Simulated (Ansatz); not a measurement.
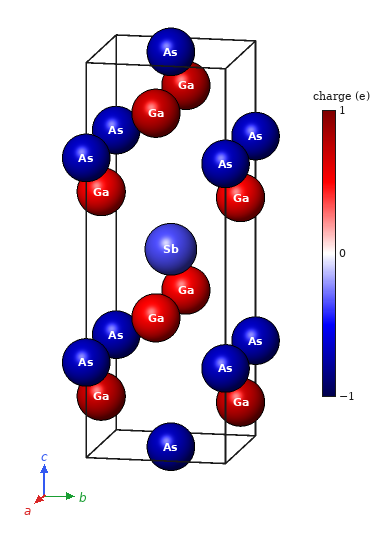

A spheres-only rendering, viewed slightly off an axis. The box is the simulation cell; atoms on or close to its faces, edges and corners are drawn wherever they repeat. The atoms of this Ga4SbAs3 cell are coloured by their Bader charge.

The calculation: DFT PBE, scalar-relativistic, plane waves, PAW in Ansatz, with 420 eV cutoff, a 10×10×4 mesh of k-points, Gaussian smearing of 0.1 eV, no spin polarisation.

> What do the colours say about charge transfer?

Most positive: Ga; most negative: As. Charges: about Ga +0.5 to +0.7 e; Sb -0.3 e; As -0.7 e.

Provenance: a structure type filled with these elements by a generator (whether the compound takes this form wasn't checked). Earlier steps of the study, as a rule a relaxation of our own, may have changed the cell and positions, so they can lie some per cent off the listed ones. It was run through Ansatz as a DFT input.
